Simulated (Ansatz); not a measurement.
## Σ9 (221) boundary in fcc Cu: structure and resistance

Aim: the relaxed structure and the specific resistance of the Σ9 (221) boundary in fcc Cu.

Main program and level: Ansatz 0.2.0; Ansatz plane-wave DFT, PBE, PAW files; relaxation of a bicrystal slab with its lowest layers held; PAW set soft_1, in the first sound run; inputs show where later runs differ.

## (1) Starting point

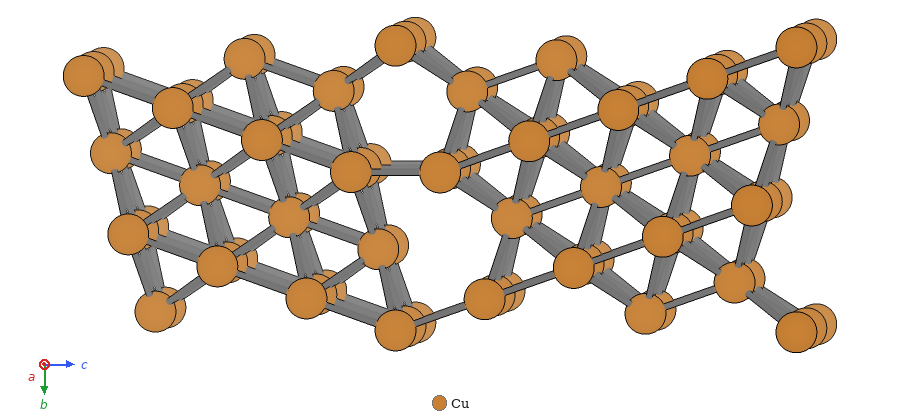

The cell as given, from the side, with the c axis across the page (copper orange). 2×1×1 cells are drawn. Some periodic images of atoms are drawn too.

The cell holds 32 atoms: 32 Cu. Cell: a = 2.556 Å, b = 7.668 Å, c = 30.280 Å, α = 90.0°, β = 90.0°, γ = 90.0°. It derives from Cu. built on the (2 2 1) plane; 2 overlapping atoms removed and the grains opened by 0 Å. Vacuum lies along c.

## (2) Relaxing the bicrystal

The boundary is built by mirroring the lower grain in the boundary plane and removing any atoms that overlap. A thin bicrystal slab is relaxed first, with the lowest layers held and the upper grain free to shift and open.

input.yaml

```yaml
crystal:
  lattice:
    - [2.5561627297, 0.0, 0.0]
    - [0.0, 7.6684881892, 0.0]
    - [0.0, 0.0, 30.2797866656]
  atoms:
    - { symbol: Cu, position: [0.9999999997, 0.1111111111, 0.1651266588] }
    - { symbol: Cu, position: [0.4999999997, 0.3888888889, 0.185024201] }
    - { symbol: Cu, position: [0.9999999998, 0.6666666667, 0.2049217432] }
    - { symbol: Cu, position: [0.4999999998, 0.9444444445, 0.2248192854] }
    - { symbol: Cu, position: [0.9999999998, 0.2222222222, 0.2447168276] }
    - { symbol: Cu, position: [0.4999999998, 0.5, 0.2646143698] }
    - { symbol: Cu, position: [0.9999999998, 0.7777777778, 0.284511912] }
    - { symbol: Cu, position: [0.4999999999, 0.0555555556, 0.3044094542] }
    - { symbol: Cu, position: [0.9999999999, 0.3333333333, 0.3243069964] }
    - { symbol: Cu, position: [0.4999999999, 0.6111111111, 0.3442045387] }
    - { symbol: Cu, position: [0.9999999999, 0.8888888889, 0.3641020809] }
    - { symbol: Cu, position: [0.4999999999, 0.1666666667, 0.3839996231] }
    - { symbol: Cu, position: [1.0, 0.4444444444, 0.4038971653] }
    - { symbol: Cu, position: [0.5, 0.7222222222, 0.4237947075] }
    - { symbol: Cu, position: [0.0, 0.0, 0.4436922497] }
    - { symbol: Cu, position: [1.0, 0.4444444444, 0.4834873341] }
    - { symbol: Cu, position: [0.4999999999, 0.1666666667, 0.5033848763] }
    - { symbol: Cu, position: [0.9999999999, 0.8888888889, 0.5232824185] }
    - { symbol: Cu, position: [0.4999999999, 0.6111111111, 0.5431799608] }
    - { symbol: Cu, position: [0.9999999999, 0.3333333333, 0.563077503] }
    - { symbol: Cu, position: [0.4999999999, 0.0555555556, 0.5829750452] }
    - { symbol: Cu, position: [0.9999999998, 0.7777777778, 0.6028725874] }
    - { symbol: Cu, position: [0.4999999998, 0.5, 0.6227701296] }
    - { symbol: Cu, position: [0.9999999998, 0.2222222222, 0.6426676718] }
    - { symbol: Cu, position: [0.4999999998, 0.9444444445, 0.662565214] }
    - { symbol: Cu, position: [0.9999999998, 0.6666666667, 0.6824627562] }
    - { symbol: Cu, position: [0.4999999997, 0.3888888889, 0.7023602984] }
    - { symbol: Cu, position: [0.9999999997, 0.1111111111, 0.7222578406] }
    - { symbol: Cu, position: [0.4999999997, 0.8333333334, 0.7421553829] }
    - { symbol: Cu, position: [0.9999999997, 0.5555555556, 0.7620529251] }
    - { symbol: Cu, position: [0.4999999997, 0.2777777778, 0.7819504673] }
    - { symbol: Cu, position: [0.9999999996, 0.0, 0.8018480095] }
kpoints:
  mp_grid: { grid: [9, 3, 1] }
hamiltonian:
  xc: pbe
  pseudopotentials: { kind: paw, azcp: { folder: soft_1 } }
scf:
  occupations: { method: fermi_dirac, width: 0.1 }
relax:
  f_tol: 0.03
  max_steps: 80
  constraints: [{ sites: [0, 1, 2, 3, 4] }]
```

On the command line:

```bash
> ansatz run input.yaml --threads 4 --pin off --max-ram 15360MiB --backend cpu --events-out ev --progress --plain --runs-dir out
```

Numbers of over 12 decimals in the logs are rounded to 6 here.

What it wrote:

```text
Engine: ansatz 0.2.0, aarch64-unknown-linux-gnu
Pseudopotentials: kind: paw
Pseudopotential: Cu, paw, valence charge 19, recommended cutoff 420 eV (normal), soft_1/Cu.paw.azcp
Functional definition: PBE
  parameter kappa = 0.804
  parameter beta = 0.066725
  exchange = pbe_x(kappa = kappa, mu = beta*pi^2/3)
  correlation = pbe_c(beta = beta)
Crystal: 32 atoms, lattice volume = 593.541 Å³
Basis set: ecut = 420 eV, 11701 PW (Γ), exchange–correlation on 36×108×432 points (8 copies of the dense FFT grid, shifted against one another)
Bands: 365, of which v1, the nominal top of the filled ones, is band 304 counted from 1 (303 counted from 0)
Symmetry: 2 space group operations
Space group: Pm (ITA 6), of the structure as read, at distance tolerance 8.4e-5 Å
k-points: 10 of 27 (time reversal used)
Non-local potential: Cu, projectors of the file, l = 0: 3, l = 1: 2, l = 2: 3, l = 3: 1
PAW form: soft (Blöchl's): semilocal exchange-correlation on the pseudo side does not see the compensation charge
PAW one-centre angular grid: Cu, 590 points (default); XC on 64 Gauss nodes
Initial density: superposition of atomic densities (neutral atoms: chi_scale 0, normalization atom)
Initial wavefunctions: pseudopotential atomic-orbital guess
Functional: x = pbe(κ = 0.804, μ = 0.219515), c = pbe(β = 0.066725)
SCF iter   1: F=—  HF=-212028.263457 eV  |F-HF|=—  |Δ(HF+E_count)|=         —  Δρ=2.07e-1  dr2=1.55e2  ethr=3.10e-3  ⟨swp⟩=5.6  Hψ=13111  notcnv=0  defer=200
preconditioner: auto → LDOS  [metal: Δε(μ)=0.029 eV  Ē_g=8.173 eV  σ=0.100 eV  W_gap=0.07  n_scr=198 (ndim 8)  ℏωp=28.6 eV  f_vac=0.324  D(μ)=14.85/eV (n_scr^D=84)  β→1.0]
SCF iter   2: F=—  HF=-212208.607541 eV  |F-HF|=—  |Δ(HF+E_count)|=    1.80e2  Δρ=4.34e-1  dr2=6.28e2  ethr=3.10e-3  ⟨swp⟩=4.0  Hψ=11383  notcnv=0  defer=389  recentre
SCF iter   3: F=—  HF=-212002.954174 eV  |F-HF|=—  |Δ(HF+E_count)|=    2.06e2  Δρ=5.04e-2  dr2=9.81e0  ethr=3.10e-3  ⟨swp⟩=4.0  Hψ=9433  notcnv=0  defer=422
SCF iter   4: F=—  HF=-212001.437109 eV  |F-HF|=—  |Δ(HF+E_count)|=    1.52e0  Δρ=2.31e-2  dr2=1.80e0  ethr=1.61e-3  ⟨swp⟩=2.5  Hψ=6062  notcnv=0  defer=400
SCF iter   5: F=—  HF=-212001.106841 eV  |F-HF|=—  |Δ(HF+E_count)|=   3.30e-1  Δρ=4.97e-3  dr2=7.09e-2  ethr=2.96e-4  ⟨swp⟩=2.0  Hψ=6224  notcnv=0  defer=404
SCF iter   6: F=—  HF=-212001.127395 eV  |F-HF|=—  |Δ(HF+E_count)|=   2.06e-2  Δρ=2.47e-3  dr2=2.15e-2  ethr=1.17e-5  ⟨swp⟩=2.1  Hψ=6042  notcnv=0  defer=404
SCF iter   7: F=—  HF=-212001.131066 eV  |F-HF|=—  |Δ(HF+E_count)|=   3.67e-3  Δρ=8.82e-4  dr2=3.16e-3  ethr=3.53e-6  ⟨swp⟩=2.0  Hψ=5854  notcnv=0  defer=404
SCF iter   8: F=—  HF=-212001.132663 eV  |F-HF|=—  |Δ(HF+E_count)|=   1.60e-3  Δρ=5.10e-4  dr2=1.41e-3  ethr=5.20e-7  ⟨swp⟩=2.7  Hψ=5755  notcnv=0  defer=404
SCF iter   9: F=—  HF=-212001.132575 eV  |F-HF|=—  |Δ(HF+E_count)|=   8.75e-5  Δρ=1.63e-4  dr2=2.37e-4  ethr=2.32e-7  ⟨swp⟩=2.0  Hψ=4884  notcnv=0  defer=404
SCF iter  10: F=-212001.132599 eV  HF=-212001.132585 eV  |F-HF|=1.41e-5  |Δ(HF+E_count)|=   1.02e-5  Δρ=4.67e-5  dr2=1.04e-5  ethr=3.70e-9  ⟨swp⟩=3.0  Hψ=13480  notcnv=0
SCF 1 converged in 10 iterations: F = -212001.132599 eV  dr2 = 1.04e-5
  greatest PAW one-centre occupation: 1.000 electrons in one spin orbital (limit 2), on the Cu atom at site 0 (counted from 0), in its partial waves of l = 0
relax step   1: F+E_penalty+E_count = -212001.13259938 eV  Δ(F+E_penalty+E_count) = +0.000e0 eV  max|allowed force component| = 5.403e-1 eV/Å  Δτ_max = 0.0000 Å  (10 SCF iters, dr2 threshold 2.25e-5 eV, accepted)
Initial density: handed on by an earlier stage of this run
Initial wavefunctions: those handed on with the density
iter 1 solved again at ethr=5.33e-5 eV; its pass at ethr=3.10e-3 eV (dr2=3.24e-1 eV) is discarded
SCF iter   1: F=—  HF=-212001.354447 eV  |F-HF|=—  |Δ(HF+E_count)|=         —  Δρ=9.12e-3  dr2=2.67e-1  ethr=5.33e-5  ⟨swp⟩=2.0  Hψ=13064  notcnv=0  defer=400
preconditioner: auto → LDOS  [metal: Δε(μ)=0.067 eV  Ē_g=9.005 eV  σ=0.100 eV  W_gap=0.16  n_scr=198 (ndim 8)  ℏωp=28.6 eV  f_vac=0.324  D(μ)=8.78/eV (n_scr^D=40)  β→1.0]
SCF iter   2: F=—  HF=-212001.310267 eV  |F-HF|=—  |Δ(HF+E_count)|=   4.42e-2  Δρ=8.59e-3  dr2=2.75e-1  ethr=4.40e-5  ⟨swp⟩=2.0  Hψ=6250  notcnv=0  defer=400
SCF iter   3: F=—  HF=-212001.300670 eV  |F-HF|=—  |Δ(HF+E_count)|=   9.60e-3  Δρ=8.44e-3  dr2=2.64e-1  ethr=4.40e-5  ⟨swp⟩=2.0  Hψ=6198  notcnv=0  defer=400
SCF iter   4: F=—  HF=-212001.260615 eV  |F-HF|=—  |Δ(HF+E_count)|=   4.01e-2  Δρ=3.54e-3  dr2=4.36e-2  ethr=4.34e-5  ⟨swp⟩=2.0  Hψ=4807  notcnv=0  defer=404
SCF iter   5: F=—  HF=-212001.252263 eV  |F-HF|=—  |Δ(HF+E_count)|=   8.35e-3  Δρ=7.73e-4  dr2=1.97e-3  ethr=7.18e-6  ⟨swp⟩=2.0  Hψ=5982  notcnv=0  defer=404
SCF iter   6: F=—  HF=-212001.252447 eV  |F-HF|=—  |Δ(HF+E_count)|=   1.85e-4  Δρ=9.28e-5  dr2=4.30e-5  ethr=3.24e-7  ⟨swp⟩=2.4  Hψ=5173  notcnv=0  defer=404
SCF iter   7: F=—  HF=-212001.252509 eV  |F-HF|=—  |Δ(HF+E_count)|=   6.16e-5  Δρ=1.08e-4  dr2=7.33e-5  ethr=3.00e-9  ⟨swp⟩=4.6  Hψ=11639  notcnv=0
SCF iter   8: F=—  HF=-212001.252507 eV  |F-HF|=—  |Δ(HF+E_count)|=   1.61e-6  Δρ=6.58e-5  dr2=2.25e-5  ethr=7.08e-9  ⟨swp⟩=2.0  Hψ=5426  notcnv=0  defer=404
SCF iter   9: F=-212001.252504 eV  HF=-212001.252505 eV  |F-HF|=1.24e-6  |Δ(HF+E_count)|=   2.52e-6  Δρ=9.22e-6  dr2=1.54e-6  ethr=3.00e-9  ⟨swp⟩=3.0  Hψ=9757  notcnv=0
SCF 2 converged in 9 iterations: F = -212001.252504 eV  dr2 = 1.54e-6
relax step   2: F+E_penalty+E_count = -212001.25250362 eV  Δ(F+E_penalty+E_count) = -1.199e-1 eV  max|allowed force component| = 4.678e-1 eV/Å  Δτ_max = 0.0882 Å  (9 SCF iters, dr2 threshold 1.82e-5 eV, accepted)
SCF iter   1: F=—  HF=-212001.673689 eV  |F-HF|=—  |Δ(HF+E_count)|=         —  Δρ=1.51e-2  dr2=7.44e-1  ethr=1.22e-3  ⟨swp⟩=5.6  Hψ=9204  notcnv=0  defer=405
preconditioner: auto → LDOS  [metal: Δε(μ)=0.070 eV  Ē_g=8.997 eV  σ=0.100 eV  W_gap=0.17  n_scr=198 (ndim 8)  ℏωp=28.6 eV  f_vac=0.326  D(μ)=8.92/eV (n_scr^D=42)  β→1.0]
SCF iter   2: F=—  HF=-212001.517413 eV  |F-HF|=—  |Δ(HF+E_count)|=   1.56e-1  Δρ=1.16e-2  dr2=5.52e-1  ethr=1.22e-4  ⟨swp⟩=2.1  Hψ=7444  notcnv=0  defer=407
SCF iter   3: F=—  HF=-212001.497384 eV  |F-HF|=—  |Δ(HF+E_count)|=   2.00e-2  Δρ=1.19e-2  dr2=5.31e-1  ethr=9.08e-5  ⟨swp⟩=2.0  Hψ=6226  notcnv=0  defer=407
SCF iter   4: F=—  HF=-212001.421518 eV  |F-HF|=—  |Δ(HF+E_count)|=   7.59e-2  Δρ=4.29e-3  dr2=6.68e-2  ethr=8.74e-5  ⟨swp⟩=2.0  Hψ=5440  notcnv=0  defer=407
SCF iter   5: F=—  HF=-212001.410857 eV  |F-HF|=—  |Δ(HF+E_count)|=   1.07e-2  Δρ=1.61e-3  dr2=9.28e-3  ethr=1.10e-5  ⟨swp⟩=2.0  Hψ=6390  notcnv=0  defer=405
SCF iter   6: F=—  HF=-212001.409660 eV  |F-HF|=—  |Δ(HF+E_count)|=   1.20e-3  Δρ=2.32e-4  dr2=2.66e-4  ethr=1.53e-6  ⟨swp⟩=2.0  Hψ=5165  notcnv=0  defer=405
SCF iter   7: F=—  HF=-212001.409707 eV  |F-HF|=—  |Δ(HF+E_count)|=   4.77e-5  Δρ=2.13e-4  dr2=1.79e-4  ethr=4.37e-8  ⟨swp⟩=3.0  Hψ=7299  notcnv=0  defer=405
SCF iter   8: F=—  HF=-212001.409694 eV  |F-HF|=—  |Δ(HF+E_count)|=   1.29e-5  Δρ=1.17e-4  dr2=6.23e-5  ethr=2.94e-8  ⟨swp⟩=2.0  Hψ=4902  notcnv=0  defer=405
SCF iter   9: F=-212001.409681 eV  HF=-212001.409688 eV  |F-HF|=6.57e-6  |Δ(HF+E_count)|=   6.64e-6  Δρ=2.51e-5  dr2=8.38e-6  ethr=2.25e-9  ⟨swp⟩=3.0  Hψ=13477  notcnv=0
SCF 3 converged in 9 iterations: F = -212001.409681 eV  dr2 = 8.38e-6
relax step   3: F+E_penalty+E_count = -212001.40968114 eV  Δ(F+E_penalty+E_count) = -1.572e-1 eV  max|allowed force component| = 1.387e-1 eV/Å  Δτ_max = 0.2000 Å  (9 SCF iters, dr2 threshold 1.37e-5 eV, accepted)
[...]
relax step   4: F+E_penalty+E_count = -212001.42554116 eV  Δ(F+E_penalty+E_count) = -1.586e-2 eV  max|allowed force component| = 4.009e-2 eV/Å  Δτ_max = 0.1591 Å  (10 SCF iters, dr2 threshold 1.69e-6 eV, accepted)
SCF iter   1: F=—  HF=-212001.432755 eV  |F-HF|=—  |Δ(HF+E_count)|=         —  Δρ=2.17e-3  dr2=1.47e-2  ethr=2.87e-5  ⟨swp⟩=3.8  Hψ=6573  notcnv=0  defer=409
preconditioner: auto → LDOS  [metal: Δε(μ)=0.058 eV  Ē_g=9.039 eV  σ=0.100 eV  W_gap=0.14  n_scr=198 (ndim 8)  ℏωp=28.6 eV  f_vac=0.328  D(μ)=8.84/eV (n_scr^D=42)  β→1.0]
SCF iter   2: F=—  HF=-212001.427320 eV  |F-HF|=—  |Δ(HF+E_count)|=   5.43e-3  Δρ=9.46e-4  dr2=4.37e-3  ethr=2.42e-6  ⟨swp⟩=2.3  Hψ=6953  notcnv=0  defer=409
SCF iter   3: F=—  HF=-212001.427056 eV  |F-HF|=—  |Δ(HF+E_count)|=   2.65e-4  Δρ=1.16e-3  dr2=4.61e-3  ethr=7.19e-7  ⟨swp⟩=2.5  Hψ=6415  notcnv=0  defer=409
SCF iter   4: F=—  HF=-212001.426241 eV  |F-HF|=—  |Δ(HF+E_count)|=   8.15e-4  Δρ=1.75e-4  dr2=1.18e-4  ethr=7.19e-7  ⟨swp⟩=2.0  Hψ=6022  notcnv=0  defer=409
SCF iter   5: F=—  HF=-212001.426201 eV  |F-HF|=—  |Δ(HF+E_count)|=   4.04e-5  Δρ=1.27e-4  dr2=5.21e-5  ethr=1.94e-8  ⟨swp⟩=2.8  Hψ=6091  notcnv=0  defer=409
SCF iter   6: F=—  HF=-212001.426867 eV  |F-HF|=—  |Δ(HF+E_count)|=   6.66e-4  Δρ=2.01e-5  dr2=1.84e-6  ethr=8.58e-9  ⟨swp⟩=2.0  Hψ=5641  notcnv=0  defer=409
SCF iter   7: F=—  HF=-212001.426868 eV  |F-HF|=—  |Δ(HF+E_count)|=   1.29e-6  Δρ=1.50e-5  dr2=8.41e-7  ethr=3.02e-10  ⟨swp⟩=3.0  Hψ=7215  notcnv=0  defer=409
SCF iter   8: F=—  HF=-212001.426868 eV  |F-HF|=—  |Δ(HF+E_count)|=   2.29e-8  Δρ=9.24e-6  dr2=3.15e-7  ethr=1.38e-10  ⟨swp⟩=2.0  Hψ=4959  notcnv=0  defer=409
SCF iter   9: F=-212001.426868 eV  HF=-212001.426868 eV  |F-HF|=1.47e-8  |Δ(HF+E_count)|=   4.15e-8  Δρ=2.45e-6  dr2=2.48e-8  ethr=1.64e-11  ⟨swp⟩=3.0  Hψ=13393  notcnv=0
SCF 5 converged in 9 iterations: F = -212001.426868 eV  dr2 = 2.48e-8
relax step   5: F+E_penalty+E_count = -212001.42686831 eV  Δ(F+E_penalty+E_count) = -1.327e-3 eV  max|allowed force component| = 1.973e-2 eV/Å  Δτ_max = 0.0247 Å  (9 SCF iters, accepted)
SCF converged after 9 iterations
Free energy (F): -212001.426868 eV
Harris-Foulkes:  -212001.426868 eV  (|F-HF|=1.47e-8)
Internal energy: -212001.132178 eV  (E = F + TS)
E sigma→0 (E₀):  -212001.279523 eV
Entropy (-TS):   -0.294690 eV (-9.209 meV/atom)
Fermi energy:    8.795256 eV
--- Per-component energies (eV) ---
  E_band       = -16278.451208
  E_kinetic    = 8363.800653
  E_local      = -1152354.062961  (includes V_loc(G=0)·N_el)
  E_nonlocal   = 28513.291244
  E_hartree    = 562905.409519
  E_xc         = -2193.818611
  E_vxc        = -2831.614794  (∫ρ·V_xc dr)
  E_paw        = -58109.696915  (= ΣΔE_a)
  E_vpaw       = -23780.664973  (= ΣTr[D̂ρ^β])
  E_aug_tail   = 0.030617  (compensation charges beyond the density's cutoff)
  E_ewald      = 400873.914277
  E_smearing   = -0.294690  (= −TS)
  E_closure    = -0.000000  (closes the sum)
  Σ components = -212001.426868   (vs F -212001.426868, Δ=0.00e0)
--- Forces (eV/Å), atoms counted from 1 ---
  atom   1  Cu     0.00000000     0.10389997     0.41311611
  atom   2  Cu     0.00000000    -0.03001892    -0.03484633
  atom   3  Cu     0.00000000     0.04574904    -0.07681144
  atom   4  Cu    -0.00000000    -0.10955867    -0.27156184
  atom   5  Cu    -0.00000000    -0.02373286    -0.01837854
  atom   6  Cu    -0.00000000    -0.00040363    -0.00146414
  atom   7  Cu    -0.00000000    -0.00068605     0.00098098
  atom   8  Cu     0.00000000     0.00262260    -0.00083539
  atom   9  Cu    -0.00000000    -0.00116275    -0.00000688
  atom  10  Cu    -0.00000000     0.00220341     0.00299130
  atom  11  Cu     0.00000000    -0.00471514     0.00477773
  atom  12  Cu    -0.00000000     0.00054795     0.00001715
  atom  13  Cu    -0.00000000     0.00183182    -0.00186754
  atom  14  Cu     0.00000000     0.00197900     0.00017304
  atom  15  Cu    -0.00000000    -0.00042152    -0.00020419
  atom  16  Cu    -0.00000000    -0.00073792     0.00160737
  atom  17  Cu    -0.00000000     0.00140641     0.00009068
  atom  18  Cu     0.00000000    -0.00159532    -0.00315792
  atom  19  Cu    -0.00000000     0.00131919    -0.00254543
  atom  20  Cu     0.00000000    -0.00010590    -0.00358525
  atom  21  Cu     0.00000000     0.00228010    -0.00017617
  atom  22  Cu     0.00000000    -0.00051215    -0.00284696
  atom  23  Cu    -0.00000000     0.00083771    -0.00070916
  atom  24  Cu    -0.00000000     0.00136625    -0.00192327
  atom  25  Cu     0.00000000     0.00067080    -0.00163771
  atom  26  Cu    -0.00000000     0.00289835    -0.00009682
  atom  27  Cu    -0.00000000     0.00036714     0.00183989
  atom  28  Cu     0.00000000    -0.00226479     0.00534327
  atom  29  Cu    -0.00000000     0.00166026     0.00657772
  atom  30  Cu    -0.00000000    -0.00072131     0.00228186
  atom  31  Cu     0.00000000    -0.00183446     0.00268270
  atom  32  Cu     0.00000000     0.00683754    -0.01973168
  max |Σ_I F_I| component: 9.32e-5 eV/Å
--- Relaxed structure (5 steps of the walk, 5 accepted, 0 SCFs on fresh bases) ---
  F+E_penalty+E_count = -212001.42686831 eV   max|allowed force component| = 1.973e-2 eV/Å
  atoms:
    - { symbol: Cu, position: [1.0, 0.111111, 0.165127] }
    - { symbol: Cu, position: [0.5, 0.388889, 0.185024] }
    - { symbol: Cu, position: [1.0, 0.666667, 0.204922] }
    - { symbol: Cu, position: [0.5, 0.944444, 0.224819] }
    - { symbol: Cu, position: [1.0, 0.222222, 0.244717] }
    - { symbol: Cu, position: [0.5, 0.503028, 0.264062] }
    - { symbol: Cu, position: [1.0, 0.781260, 0.285031] }
    - { symbol: Cu, position: [0.5, 0.056384, 0.305392] }
    - { symbol: Cu, position: [1.0, 0.338710, 0.323561] }
    - { symbol: Cu, position: [0.5, 0.617749, 0.344628] }
    - { symbol: Cu, position: [1.0, 0.886548, 0.367043] }
    - { symbol: Cu, position: [0.5, 0.176531, 0.383513] }
    - { symbol: Cu, position: [1.0, 0.453062, 0.402208] }
    - { symbol: Cu, position: [0.5, 0.719961, 0.437090] }
    - { symbol: Cu, position: [4.579988546515729e-18, 0.013751, 0.440946] }
    - { symbol: Cu, position: [1.0, 0.475652, 0.480539] }
    - { symbol: Cu, position: [0.5, 0.190546, 0.496424] }
    - { symbol: Cu, position: [1.0, 0.897015, 0.514892] }
    - { symbol: Cu, position: [0.5, 0.630866, 0.538927] }
    - { symbol: Cu, position: [1.0, 0.349562, 0.557897] }
    - { symbol: Cu, position: [0.5, 0.068291, 0.575904] }
    - { symbol: Cu, position: [1.0, 0.794156, 0.597691] }
    - { symbol: Cu, position: [0.5, 0.515131, 0.618337] }
    - { symbol: Cu, position: [1.0, 0.234586, 0.637049] }
    - { symbol: Cu, position: [0.5, 0.957199, 0.657476] }
    - { symbol: Cu, position: [1.0, 0.681190, 0.678269] }
    - { symbol: Cu, position: [0.5, 0.401189, 0.697638] }
    - { symbol: Cu, position: [1.0, 0.121006, 0.716835] }
    - { symbol: Cu, position: [0.5, 0.839224, 0.739369] }
    - { symbol: Cu, position: [1.0, 0.565096, 0.758057] }
    - { symbol: Cu, position: [0.5, 0.291209, 0.776959] }
    - { symbol: Cu, position: [1.0, 0.017429, 0.794134] }
```

Wall time 11 min (4 threads of Arm Neoverse V1, shared host); peak memory 4.5 GiB.

(Part 1 of 3 ends here.)

[Logs are printed without paths, hosts, clocks, repeated set-up lines and the standing remarks that a program may print on its own settings, such as how far it seeks lower states.]

[Hosts, paths, dates, database ids (printed as entryN), source tags and the programs' standing remarks are cut or masked in the printed files.]
